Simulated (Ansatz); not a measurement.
# GeH4 (germane): B3LYP/def2-TZVP

What is the electronic atomisation energy of GeH4 (germane) at B3LYP/def2-TZVP? 

The results are computed with Ansatz 0.2.0.

37 further runs of the same task are left out: 37 set aside as unsound or not needed.

## Step 1: The structure to begin with

The species is GeH4 (5 atoms), meant as a singlet with charge 0. As SMILES, `[GeH4]`. Geometry: relaxed at PBE0-D4/def2-TZVP.

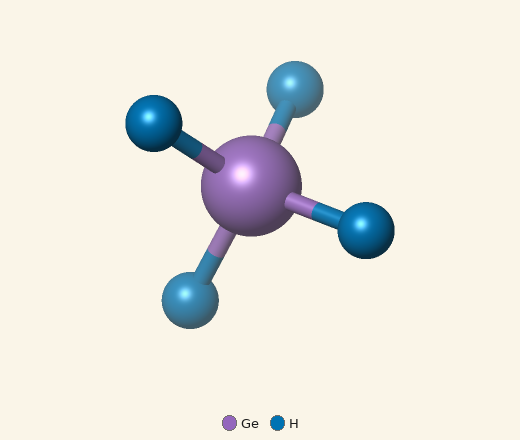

Viewed from a chosen angle; germanium purple, hydrogen blue.

## Step 2: The energy at B3LYP/def2-TZVP

Input file job.yaml:

```yaml
crystal:
  periodic: [false, false, false]
  atoms:
    - {symbol: Ge, position_ang: [0.000100, 0.000100, -0.000000]}
    - {symbol: H, position_ang: [1.148100, -0.756300, 0.680600]}
    - {symbol: H, position_ang: [-1.238800, -0.030000, 0.904200]}
    - {symbol: H, position_ang: [-0.329200, -0.669100, -1.340600]}
    - {symbol: H, position_ang: [0.419800, 1.455400, -0.244100]}
basis:
  gaussian:
    orbitals: def2-TZVP
hamiltonian:
  xc: {name: B3LYP}
output:
  orbitals: {seedname: orbitals}
accuracy: high
```

Launch:

```
$ ansatz run job.yaml --threads 1 --pin off --max-ram 3480MiB --events-out events.jsonl --progress --plain --runs-dir runs
```

Log:

```text
Warning: RAYON_NUM_THREADS=1 ignored (pool sized by the plan → 1); use --threads N
Functional definition: B3LYP
  name "B3LYP"
  parameter a0 = 0.2
  parameter ax = 0.72
  parameter ac = 0.81
  exchange = (1 - a0 - ax)*slater_x + ax*b88_x + a0*exact_x
  correlation = (1 - ac)*vwn_rpa_c + ac*lyp_c
1243 factors; integrals over basis functions are off by at most 4.7e-9 eV
mean field evaluation 1: about -56584.0440 eV, gradient 1.9e1 eV
mean field evaluation 2: about -56584.2851 eV, gradient 1.8e1 eV
mean field evaluation 4: about -56584.4640 eV, gradient 3.7e-1 eV
mean field evaluation 8: about -56584.4924 eV, gradient 2.2e-3 eV
mean field evaluation 16: about -56584.4924 eV, gradient 2.1e-8 eV
mean field -56584.49240795 eV, -2079.4417416458 hartree, gradient 2.1e-8 eV, S^2 0.000000; 0 other end points of the search recorded, 0 dependent functions left out
reference -56584.49244437 eV, -2079.4417429841 hartree; 18, 18 occupied and 54, 54 virtual orbitals, 1243 factors
Total energy: -56584.49244437 eV, -2079.4417429841 hartree
```

Run time: 3.6 s. Hardware: 1 thread of Arm Neoverse V1, shared host; peak memory 0.16 GiB.

## Step 3: The Ge atom at the same level

Input file job.yaml:

```yaml
crystal:
  periodic: [false, false, false]
  atoms:
    - {symbol: Ge, position_ang: [0.000000, 0.000000, 0.000000]}
basis:
  gaussian:
    orbitals: def2-TZVP
magnetization:
  spin_polarized: true
  initial_magnetization: 2
hamiltonian:
  xc: {name: B3LYP}
accuracy: high
```

Launch:

```
$ ansatz run job.yaml --threads 1 --pin off --max-ram 3480MiB --events-out events.jsonl --progress --plain --runs-dir runs
```

Log:

```text
Warning: RAYON_NUM_THREADS=1 ignored (pool sized by the plan → 1); use --threads N
Functional definition: B3LYP
  name "B3LYP"
  parameter a0 = 0.2
  parameter ax = 0.72
  parameter ac = 0.81
  exchange = (1 - a0 - ax)*slater_x + ax*b88_x + a0*exact_x
  correlation = (1 - ac)*vwn_rpa_c + ac*lyp_c
486 factors; integrals over basis functions are off by at most 4.4e-9 eV
mean field evaluation 1: about -56517.0069 eV, gradient 7.6e0 eV
mean field evaluation 2: about -56517.0435 eV, gradient 7.2e0 eV
mean field evaluation 4: about -56517.0998 eV, gradient 1.1e-1 eV
mean field evaluation 8: about -56517.1006 eV, gradient 2.1e-4 eV
mean field evaluation 16: about -56517.1006 eV, gradient 2.0e-8 eV
mean field evaluation 32: about -56517.1006 eV, gradient 7.0e-4 eV
mean field -56517.10062159 eV, -2076.9651391769 hartree, gradient 5.5e-9 eV, S^2 2.002208; 1 other end points of the search recorded, 0 dependent functions left out
reference -56517.10064329 eV, -2076.9651399741 hartree; 17, 15 occupied and 31, 33 virtual orbitals, 486 factors
Total energy: -56517.10064329 eV, -2076.9651399741 hartree
```

It took 3.9 s on 1 thread of Arm Neoverse V1, shared host; peak memory 0.11 GiB.

## Step 4: The H atom

Input file run.yaml:

```yaml
crystal:
  periodic: [false, false, false]
  atoms:
    - {symbol: H, position_ang: [0.000000, 0.000000, 0.000000]}
basis:
  gaussian:
    orbitals: def2-TZVP
accuracy: high
magnetization:
  spin_polarized: true
  initial_magnetization: 1
hamiltonian:
  xc: {name: B3LYP}
```

Launch:

```
$ ansatz run run.yaml --threads 1 --pin off --max-ram 3480MiB --events-out events.jsonl --progress --plain --runs-dir runs
```

Log:

```text
Warning: RAYON_NUM_THREADS=1 ignored (pool sized by the plan → 1); use --threads N
Functional definition: B3LYP
  name "B3LYP"
  parameter a0 = 0.2
  parameter ax = 0.72
  parameter ac = 0.81
  exchange = (1 - a0 - ax)*slater_x + ax*b88_x + a0*exact_x
  correlation = (1 - ac)*vwn_rpa_c + ac*lyp_c
21 factors; integrals over basis functions are off by at most 4.9e-8 eV
mean field evaluation 1: about -13.6647 eV, gradient 1.2e-1 eV
mean field evaluation 2: about -13.6641 eV, gradient 1.1e-1 eV
mean field evaluation 4: about -13.6643 eV, gradient 4.3e-4 eV
mean field evaluation 8: about -13.6643 eV, gradient 3.5e-10 eV
mean field -13.66428989 eV, -0.5021533915 hartree, gradient 1.2e-8 eV, S^2 0.750000; 0 other end points of the search recorded, 0 dependent functions left out
reference -13.66431255 eV, -0.5021542241 hartree; 1, 0 occupied and 5, 6 virtual orbitals, 21 factors
Total energy: -13.66431255 eV, -0.5021542241 hartree
```

It took 0.16 s on 1 thread of Arm Neoverse V1, shared host.

## Step 5: What came out

At B3LYP/def2-TZVP:

```
                     quantity           value
       molecule: total energy  -2079.44174 Eh
        molecule: HOMO energy        -9.45 eV
        molecule: LUMO energy         0.70 eV
      molecule: HOMO–LUMO gap        10.16 eV
        Ge atom: total energy  -2076.96514 Eh
                Ge atom: ⟨S²⟩           2.002
         H atom: total energy     -0.50215 Eh
                 H atom: ⟨S²⟩           0.750
electronic atomisation energy       12.735 eV
```

**Reading.** Taking the molecule apart into free atoms costs 12.73 eV (1229 kJ/mol), before zero-point energy and without spin-orbit coupling.
